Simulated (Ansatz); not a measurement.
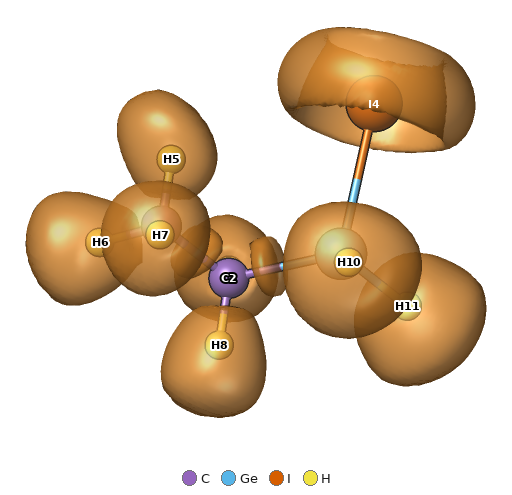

*C2H7GeI (SMILES C[CH2][GeH2][I]). Isosurface of the ELF at 0.8 (orange), seen at a tilt. Core shells and regions of very low density are left out.*

Core potentials replace the inner electrons of I.

Level of theory: RKS r2SCAN-D4/def2-SVP in Ansatz.

```xyz
11

C    -0.5307    1.3099    0.3273
C    -0.2671   -0.1369    0.7321
Ge    0.8190   -1.1405   -0.5483
I    -0.4120   -1.2197   -2.7675
H    -1.0696    1.3653   -0.6319
H    -1.1432    1.8280    1.0827
H     0.4059    1.8795    0.2140
H     0.2720   -0.1938    1.6954
H    -1.2092   -0.6948    0.8660
H     2.1659   -0.4534   -0.8274
H     1.0343   -2.6006   -0.1218
```

### Identify the bonds, lone pairs and shells in this picture.

The ELF exceeds this value in one region between bonded C–C atoms (shared pairs), seven regions around hydrogen nuclei, one lobe of the valence shell of C pointing towards Ge (polar bonds) and one ring or bowl of non-bonding electrons around I.

Values along the shortest contacts:
C–C (1.53 Å): the ELF peaks at about 0.95 between the atoms, as expected for a shared electron pair. C–Ge (1.96 Å): the ELF peaks at about 0.90 in the valence shell of C, 0.7 Å from its nucleus, and is about 0.70 at the midpoint.
